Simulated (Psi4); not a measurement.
# Property calculation of BSiN2H5

The run: property calculation of BSiN2H5, SMILES N[SiH]1BN1. Method and program: B3LYP/cc-pVTZ-DK, RKS, sfX2C (Psi4 1.11).

The geometry comes from this level: PBE0-D4/def2-TZVP.

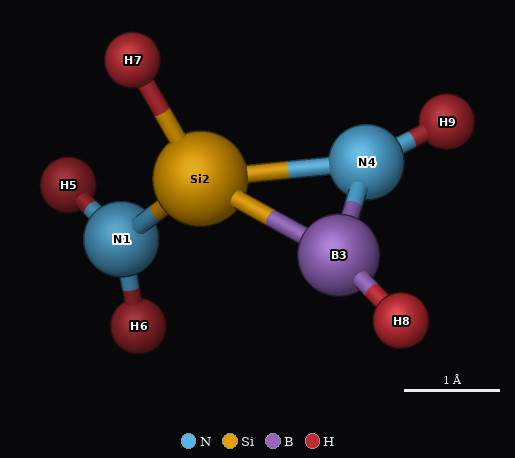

Figure 1. The structure (ball-and-stick view, seen at a tilt; atoms are numbered from 1 in the order of the input). Bond lengths as drawn: B–H 1.19 Å, B–N 1.39 Å, B–Si 1.91 Å, H–N 1.01 Å, H–Si 1.48 Å and N–Si 1.70 to 1.75 Å.

Results in brief

| quantity | value |
| --- | --- |
| outcome | converged |
| total energy | −427.650130 hartree |
| basis functions | 194 |
| HOMO | −6.36 eV |
| LUMO | −0.31 eV |
| dipole moment | 2.01 D |
| hardware | 1 thread of INTEL XEON PLATINUM @ 2.30GHz (Emerald Rapids), 24 GiB of memory available, shared host |
| wall time | 26 s |
| peak memory | 1.2 GiB |

Input file (calc.dat)
```
memory 1.6 GB

molecule {
  N     -1.20526732     3.00107406     0.41233824
  Si     0.48925009     0.33164693     1.00249971
  B     -0.44200694    -3.07231673     0.20824782
  N      1.22926684    -1.83605790    -1.39537377
  H     -0.41819639     4.73055141     0.40232269
  H     -2.95137426     2.98066502    -0.33504844
  H      2.72347329     1.17333095     2.46647054
  H     -1.40085398    -5.10679588     0.21618467
  H      2.14294943    -2.28959217    -3.01014474
  units bohr
  symmetry c1
}

set {
  basis cc-pVTZ-DK
  puream true
  scf_type df
  dft_radial_points 99
  dft_spherical_points 590
  relativistic x2c
}

result, w = energy('b3lyp', return_wfn=True)
oeprop(w, 'DIPOLE', 'QUADRUPOLE', 'MULLIKEN_CHARGES', 'LOWDIN_CHARGES', title='B3LYP')
print_variables()
```

Launched with:
```bash
psi4 calc.dat calc.out -n 1
```

Output
```
Psi4 1.11 release

Relativistic analytic gradients are not implemented yet, re-routing to finite differences.

   => Loading Basis Set <=

    Name: CC-PVTZ-DK
    Role: ORBITAL
    Keyword: BASIS

         ---------------------------------------------------------
                                   SCF
                              RKS Reference
                        1 Threads,   1525 MiB Core
         ---------------------------------------------------------

  ==> Geometry <==

    Molecular point group: c1
    Full point group: C1

    Geometry (in Bohr), charge = 0, multiplicity = 1:

       Center              X                  Y                   Z               Mass
    ------------   -----------------  -----------------  -----------------  -----------------
         N           -1.333743613474     3.094533158370     0.185885192609    14.003074004430
         SI           0.360773796526     0.425106028370     0.776046662609    27.976926534650
         B           -0.570483233474    -2.978857631630    -0.018205227391    11.009305360000
         N            1.100790546526    -1.742598801630    -1.621826817391    14.003074004430
         H           -0.546672683474     4.824010508370     0.175869642609     1.007825032230
         H           -3.079850553474     3.074124118370    -0.561501487391     1.007825032230
         H            2.594996996526     1.266790048370     2.240017492609     1.007825032230
         H           -1.529330273474    -5.013336781630    -0.010268377391     1.007825032230
         H            2.014473136526    -2.196133071630    -3.236597787391     1.007825032230

  Running in c1 symmetry.

  Rotational constants: A =      0.54307  B =      0.14094  C =      0.13840 [cm^-1]
  Rotational constants: A =  16280.91107  B =   4225.29415  C =   4148.98770 [MHz]
  Nuclear repulsion =  149.962674471596983

  Charge       = 0
  Multiplicity = 1
  Electrons    = 38
  Nalpha       = 19
  Nbeta        = 19

  ==> Algorithm <==

  SCF Algorithm Type is DF.
  DIIS enabled.
  MOM disabled.
  Fractional occupation disabled.
  Guess Type is SAD.
  Energy threshold   = 1.00e-06
  Density threshold  = 1.00e-06
  Integral threshold = 1.00e-12

  ==> Primary Basis <==

  Basis Set: CC-PVTZ-DK
    Blend: CC-PVTZ-DK
    Number of shells: 72
    Number of basis functions: 194
    Number of Cartesian functions: 219
    Spherical Harmonics?: true
    Max angular momentum: 3

  ==> DFT Potential <==

   => LibXC <=

    Version 7.1.2

   => Composite Functional: B3LYP <=

    B3LYP Hyb-GGA Exchange-Correlation Functional

    Deriv               =              1
    GGA                 =           TRUE
    Meta                =          FALSE

    Exchange Hybrid     =           TRUE
    MP2 Hybrid          =          FALSE

   => Exchange Functionals <=

    0.0800   Slater exchange
    0.7200         Becke 88

   => Exact (HF) Exchange <=

    0.2000               HF

   => Correlation Functionals <=

    0.1900   Vosko, Wilk & Nusair (VWN5_RPA)
    0.8100   Lee, Yang & Parr

   => LibXC Density Thresholds  <==

    XC_HYB_GGA_XC_B3LYP:  1.00E-15

   => Molecular Quadrature <=

    Radial Scheme          =       TREUTLER
    Pruning Scheme         =           NONE
    Nuclear Scheme         =       TREUTLER

    Blocking Scheme        =         OCTREE
    BS radius alpha        =              1
    Pruning alpha          =              1
    Radial Points          =             99
    Spherical Points       =            590
    Total Points           =         499532
    Total Blocks           =           3497
    Max Points             =            256
    Max Functions          =            194
    Weights Tolerance      =       1.00E-15

   => Loading Basis Set <=

    Name: (CC-PVTZ-DK AUX)
    Role: JKFIT
    Keyword: DF_BASIS_SCF

   => Loading Basis Set <=

    Name: (CC-PVTZ-DK AUX)
    Role: DECON
    Keyword: BASIS_RELATIVISTIC

  ==> Integral Setup <==

  DFHelper Memory: AOs need 0.130 GiB; user supplied 0.130 GiB.
  SCF_SUBTYPE=INCORE selected. In-core MEM_DF algorithm will be used.
  Using in-core AOs.

  ==> MemDFJK: Density-Fitted J/K Matrices <==

    J tasked:                   Yes
    K tasked:                   Yes
    wK tasked:                   No
    Memory [MiB]:               133
    Algorithm:                 Core
    Schwarz Cutoff:           1E-12
    Mask sparsity (%):       3.3638
    Fitting Condition:        1E-10

   => Auxiliary Basis Set <=

  Basis Set: (CC-PVTZ-DK AUX)
    Blend: DEF2-UNIVERSAL-JKFIT
    Number of shells: 143
    Number of basis functions: 447
    Number of Cartesian functions: 530
    Spherical Harmonics?: true
    Max angular momentum: 4

  Cached 33.3% of DFT collocation blocks in 0.698 [GiB].

 OEINTS: Using relativistic (X2C) overlap, kinetic, and potential integrals.
         ------------------------------------------------------------
         Spin-Free X2C Integrals at the One-Electron Level (SFX2C-1e)
         ------------------------------------------------------------

  ==> X2C Options <==

    Computational Basis: CC-PVTZ-DK
    X2C Basis: (CC-PVTZ-DK AUX)
    The X2C Hamiltonian will be computed in the X2C Basis

    Comparing only 194 out of 265 elements of H_Dirac

    The 1-norm of |H_X2C - H_Dirac| is: 63.435752535127

    WARNING: The X2C and Dirac Hamiltonians have substatially different eigenvalues!
             This is probably caused by the recontraction of the basis set.

  Minimum eigenvalue in the overlap matrix is 5.6360066230E-04.
  Reciprocal condition number of the overlap matrix is 8.6482341903E-05.
    Using symmetric orthogonalization.

  ==> Pre-Iterations <==

  SCF Guess: Superposition of Atomic Densities via on-the-fly atomic UHF (no occupation information).

   -------------------------
    Irrep   Nso     Nmo
   -------------------------
     A        194     194
   -------------------------
    Total     194     194
   -------------------------

  ==> Iterations <==

                           Total Energy        Delta E     RMS |[F,P]|

   @DF-RKS iter SAD:  -427.10965184457194   -4.27110e+02   0.00000e+00
   @DF-RKS iter   1:  -427.06736199192159    4.22899e-02   6.09250e-03 DIIS/ADIIS
   @DF-RKS iter   2:  -426.13530290550182    9.32059e-01   8.83308e-03 DIIS/ADIIS
   @DF-RKS iter   3:  -427.61934533134337   -1.48404e+00   1.27004e-03 DIIS/ADIIS
   @DF-RKS iter   4:  -427.63710798753834   -1.77627e-02   8.77002e-04 DIIS/ADIIS
   @DF-RKS iter   5:  -427.64960713298746   -1.24991e-02   1.74069e-04 DIIS/ADIIS
   @DF-RKS iter   6:  -427.65008350947420   -4.76376e-04   4.65364e-05 DIIS
   @DF-RKS iter   7:  -427.65012827078846   -4.47613e-05   8.83670e-06 DIIS
   @DF-RKS iter   8:  -427.65012998775001   -1.71696e-06   2.13759e-06 DIIS
   @DF-RKS iter   9:  -427.65013009654257   -1.08793e-07   4.44299e-07 DIIS
  Energy and wave function converged.

  ==> Post-Iterations <==

   Electrons on quadrature grid:
      Ntotal   =   38.0000002557 ; deviation = 2.557e-07

    Orbital Energies [Eh]
    ---------------------

    Doubly Occupied:

       1A    -66.285849     2A    -14.314352     3A    -14.304018
       4A     -6.741139     5A     -5.300687     6A     -3.635554
       7A     -3.633554     8A     -3.632319     9A     -0.866828
      10A     -0.845707    11A     -0.577064    12A     -0.504094
      13A     -0.489825    14A     -0.431849    15A     -0.384647
      16A     -0.344183    17A     -0.304551    18A     -0.281407
      19A     -0.233606

    Virtual:

      20A     -0.011459    21A      0.032267    22A      0.033820
      23A      0.049496    24A      0.084572    25A      0.103040
      26A      0.105726    27A      0.119307    28A      0.136121
      29A      0.144203    30A      0.177336    31A      0.191551
      32A      0.203542    33A      0.237830    34A      0.267523
      35A      0.291722    36A      0.320358    37A      0.329854
      38A      0.343953    39A      0.367345    40A      0.383934
      41A      0.416225    42A      0.433274    43A      0.468379
      44A      0.481913    45A      0.498682    46A      0.511192
      47A      0.521184    48A      0.530410    49A      0.544198
      50A      0.568237    51A      0.586544    52A      0.609373
      53A      0.627084    54A      0.658858    55A      0.683340
      56A      0.720828    57A      0.737257    58A      0.777643
      59A      0.798533    60A      0.837035    61A      0.855960
      62A      0.886037    63A      0.927245    64A      0.948508
      65A      0.977377    66A      1.010005    67A      1.017589
      68A      1.029613    69A      1.041663    70A      1.055909
      71A      1.069231    72A      1.123131    73A      1.138743
      74A      1.165350    75A      1.176152    76A      1.207182
      77A      1.252560    78A      1.276351    79A      1.301337
      80A      1.318748    81A      1.334801    82A      1.355550
      83A      1.378759    84A      1.403695    85A      1.426149
      86A      1.473621    87A      1.485870    88A      1.492385
      89A      1.511943    90A      1.527699    91A      1.570978
      92A      1.591283    93A      1.636887    94A      1.708833
      95A      1.740079    96A      1.776224    97A      1.806040
      98A      1.843866    99A      1.853968   100A      1.930318
     101A      1.968958   102A      1.971110   103A      1.987980
     104A      2.061566   105A      2.084768   106A      2.118903
     107A      2.188268   108A      2.224017   109A      2.283179
     110A      2.348417   111A      2.418169   112A      2.468710
     113A      2.612431   114A      2.682373   115A      2.779719
     116A      2.812528   117A      2.869525   118A      2.962739
     119A      3.019542   120A      3.080841   121A      3.088358
     122A      3.159090   123A      3.211891   124A      3.226448
     125A      3.227843   126A      3.276415   127A      3.310461
     128A      3.331458   129A      3.332989   130A      3.385657
     131A      3.483102   132A      3.507388   133A      3.529588
     134A      3.555220   135A      3.564079   136A      3.591803
     137A      3.617260   138A      3.639915   139A      3.661582
     140A      3.712349   141A      3.774572   142A      3.793213
     143A      3.850485   144A      3.888809   145A      3.919153
     146A      3.947380   147A      3.971520   148A      3.982074
     149A      3.993317   150A      4.040443   151A      4.047090
     152A      4.069511   153A      4.095025   154A      4.125798
     155A      4.151104   156A      4.178343   157A      4.211056
     158A      4.218909   159A      4.255760   160A      4.318233
     161A      4.354843   162A      4.371272   163A      4.440923
     164A      4.495354   165A      4.554096   166A      4.594506
     167A      4.628140   168A      4.651154   169A      4.700098
     170A      4.728961   171A      4.756320   172A      4.821718
     173A      4.866999   174A      4.913241   175A      4.951273
     176A      5.010557   177A      5.051810   178A      5.211896
     179A      5.339527   180A      5.565522   181A      5.578433
     182A      5.667552   183A      5.683578   184A      5.699004
     185A      5.723975   186A      5.834591   187A      5.907476
     188A      5.928625   189A      6.078568   190A      6.403087
     191A      6.861360   192A      8.387704   193A     11.518814
     194A     11.969221

    Final Occupation by Irrep:
              A
    DOCC [    19 ]
    NA   [    19 ]
    NB   [    19 ]

  @DF-RKS Final Energy:  -427.65013009654257

   => Energetics <=

    Nuclear Repulsion Energy =            149.9626744715969835
    One-Electron Energy =                -885.3797613063090921
    Two-Electron Energy =                 340.7743960113376716
    DFT Exchange-Correlation Energy =     -33.0074392731681172
    Empirical Dispersion Energy =           0.0000000000000000
    VV10 Nonlocal Energy =                  0.0000000000000000
    Total Energy =                       -427.6501300965425685

Computation Completed

Properties will be evaluated at   0.000000,   0.000000,   0.000000 [a0]

Properties computed using the SCF density matrix

 Multipole Moments:

 ------------------------------------------------------------------------------------
     Multipole            Electronic (a.u.)      Nuclear  (a.u.)        Total (a.u.)
 ------------------------------------------------------------------------------------

 L = 1.  Multiply by 2.5417464519 to convert [e a0] to [Debye]
 Dipole X            :          0.0201877            0.0213621            0.0415499
 Dipole Y            :         -1.9188501            2.4761916            0.5573415
 Dipole Z            :          0.1109826           -0.6704448           -0.5594622
 Magnitude           :                                                    0.7907932

 ------------------------------------------------------------------------------------

	total time  =         24 seconds =       0.40 minutes

Properties will be evaluated at   0.000000,   0.000000,   0.000000 [a0]

Properties computed using the B3LYP density matrix

 Multipole Moments:

 ------------------------------------------------------------------------------------
     Multipole            Electronic (a.u.)      Nuclear  (a.u.)        Total (a.u.)
 ------------------------------------------------------------------------------------

 L = 1.  Multiply by 2.5417464519 to convert [e a0] to [Debye]
 Dipole X            :          0.0201877            0.0213621            0.0415499
 Dipole Y            :         -1.9188501            2.4761916            0.5573415
 Dipole Z            :          0.1109826           -0.6704448           -0.5594622
 Magnitude           :                                                    0.7907932

 L = 2.  Multiply by 1.3450342976 to convert [e a0^2] to [Debye ang]
 Quadrupole XX       :        -70.2460743           47.2990398          -22.9470345
 Quadrupole XY       :         35.7284343          -37.2494542           -1.5210199
 Quadrupole XZ       :          9.1791655           -9.3191920           -0.1400265
 Quadrupole YY       :       -221.7565787          199.4700979          -22.2864808
 Quadrupole YZ       :        -37.3933117           37.8191149            0.4258032
 Quadrupole ZZ       :        -66.5800837           42.9268269          -23.6532568
 Traceless XX        :         49.2815046          -49.2662817            0.0152229
 Traceless YY        :       -102.2289998          102.9047764            0.6757766
 Traceless ZZ        :         52.9474952          -53.6384946           -0.6909994

 ------------------------------------------------------------------------------------
  Mulliken Charges: (a.u.)
   Center  Symbol    Alpha    Beta     Spin     Total
       1     N     3.67826  3.67826  0.00000 -0.35653
       2    SI     6.90759  6.90759  0.00000  0.18481
       3     B     2.48657  2.48657  0.00000  0.02686
       4     N     3.60714  3.60714  0.00000 -0.21429
       5     H     0.42868  0.42868  0.00000  0.14265
       6     H     0.42708  0.42708  0.00000  0.14585
       7     H     0.52869  0.52869  0.00000 -0.05737
       8     H     0.50645  0.50645  0.00000 -0.01291
       9     H     0.42953  0.42953  0.00000  0.14094

   Total alpha = 19.00000, Total beta = 19.00000, Total charge =  0.00000

  Lowdin Charges: (a.u.)
   Center  Symbol    Alpha    Beta     Spin     Total
       1     N     3.35073  3.35073  0.00000  0.29853
       2    SI     6.91072  6.91072  0.00000  0.17857
       3     B     2.72509  2.72509  0.00000 -0.45018
       4     N     3.27115  3.27115  0.00000  0.45770
       5     H     0.55220  0.55220  0.00000 -0.10439
       6     H     0.55122  0.55122  0.00000 -0.10245
       7     H     0.55678  0.55678  0.00000 -0.11356
       8     H     0.53197  0.53197  0.00000 -0.06394
       9     H     0.55013  0.55013  0.00000 -0.10026

  Total alpha = 19.00000, Total beta = 19.00000, Total charge =  0.00000

  Variable Map:
  ----------------------------------------------------------------------------
  "CURRENT ENERGY"              =>    -427.650130096543
  "CURRENT REFERENCE ENERGY"    =>    -427.650130096543
  "DD SOLVATION ENERGY"         =>       0.000000000000
  "DFT FUNCTIONAL TOTAL ENERGY" =>    -427.650130096543
  "DFT TOTAL ENERGY"            =>    -427.650130096543
  "DFT VV10 ENERGY"             =>       0.000000000000
  "DFT XC ENERGY"               =>     -33.007439273168
  "GRID ELECTRONS ALPHA"        =>      19.000000127831
  "GRID ELECTRONS BETA"         =>      19.000000127831
  "GRID ELECTRONS TOTAL"        =>      38.000000255661
  "NUCLEAR REPULSION ENERGY"    =>     149.962674471597
  "ONE-ELECTRON ENERGY"         =>    -885.379761306309
  "PCM POLARIZATION ENERGY"     =>       0.000000000000
  "PE ENERGY"                   =>       0.000000000000
  "SCF ITERATION ENERGY"        =>    -427.650130096543
  "SCF ITERATIONS"              =>       9.000000000000
  "SCF TOTAL ENERGY"            =>    -427.650130096543
  "TWO-ELECTRON ENERGY"         =>     340.774396011338
  "XC GRID RADIAL POINTS"       =>      99.000000000000
  "XC GRID SPHERICAL POINTS"    =>     590.000000000000
  "XC GRID TOTAL POINTS"        =>  499532.000000000000

  Array Variable Map:
  ----------------------------------------------------------------------------
  "B3LYP DIPOLE"                =>       0.041549875483 ... -0.559462184706 1 by 3
  "B3LYP QUADRUPOLE"            =>     -22.947034489648 ... -23.653256803176 1 by 6
  "CURRENT DIPOLE"              =>       0.041549875483 ... -0.559462184706 1 by 3
  "SCF DIPOLE"                  =>       0.041549875483 ... -0.559462184706 1 by 3
  "SCF TOTAL ENERGIES"          =>    -427.109651844572 ... -427.650130096543 1 by 10

    Psi4 run time: 0:00:24.47
```

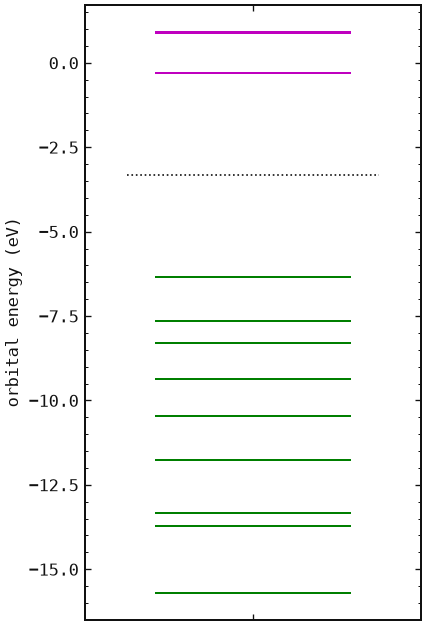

Figure 2. Orbital energies near the frontier; the dotted line parts filled from empty levels, and levels within 0.02 eV of each other stand side by side. Highest filled −6.36 eV, lowest empty −0.31 eV, 6.05 eV apart.

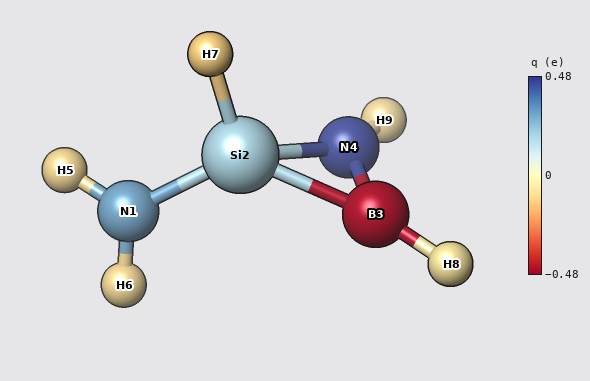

Figure 3. Löwdin charges, as the colour of each atom (ball-and-stick view, seen on its broad side; atoms are numbered from 1 in the order of the input). By element: N +0.30 to +0.46, Si +0.18, B −0.45 and H −0.11 to −0.06 e.
